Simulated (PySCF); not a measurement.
Consider C$_{6}$H$_{8}$ClO (doublet).

```xyz
16

O    -0.5480   -1.3256   -1.6116
C    -0.4891   -1.2000   -0.3113
C    -1.5131   -0.1662    0.2731
C    -0.9566    1.2123    0.1354
C     0.3168    1.4918   -0.0978
C     1.3513    0.4380   -0.3048
Cl    2.8970    0.9430    0.4530
C     0.9099   -0.9019    0.2733
H    -0.8237   -2.1708    0.1332
H    -1.7081   -0.3926    1.3233
H    -2.4513   -0.2420   -0.2793
H    -1.6820    2.0106    0.2160
H     0.6549    2.5134   -0.1861
H     1.5600    0.3232   -1.3746
H     0.8578   -0.8438    1.3610
H     1.6166   -1.6805   -0.0143
```

Geometry: GFN2-xTB.

Method: UKS B3LYP, pcH-1 on C Cl H O, non-relativistic, mean-field spin-orbit, GIAO (PySCF).

Question: What can the converged electron density, electron localisation function and spin density tell about the bonding?

Answer: C–C (1.32 Å): ρ is about 2.3 e/Å³ halfway; the ELF peaks at about 0.95 between the atoms (a short, multiple covalent bond).
C–H (1.08 Å): the density is about 2.1 e/Å³ at the midpoint; the ELF climbs to about 1 towards the hydrogen, as it does in any bond to H; an ordinary covalent bond to hydrogen.
C–C (1.49 Å): the density is about 1.8 e/Å³ at the midpoint; the ELF peaks at about 0.95 between the atoms, as expected for a covalent bond.
The unpaired spin (1 electron) lies mostly on O1 (about 0.7) and H9 (about 0.1), in electrons by Hirshfeld's partition.

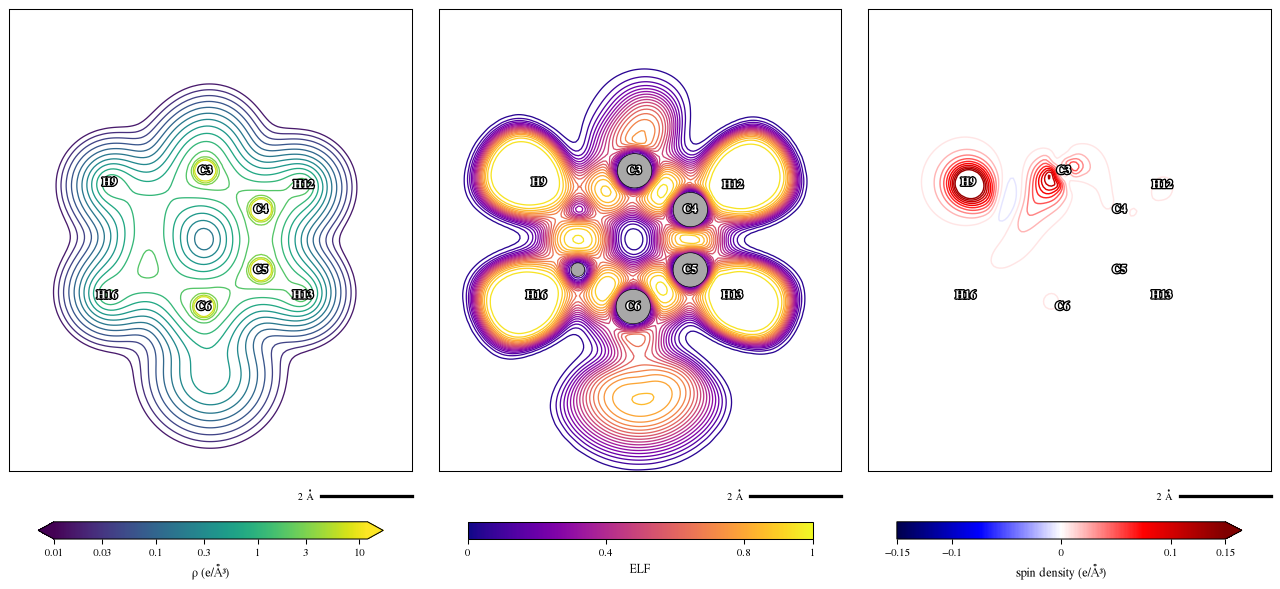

Computed electron density, electron localisation function and spin density on the plane of atoms C5, C4 and H12, in this order. Grey discs cover the atomic cores in the ELF map. 
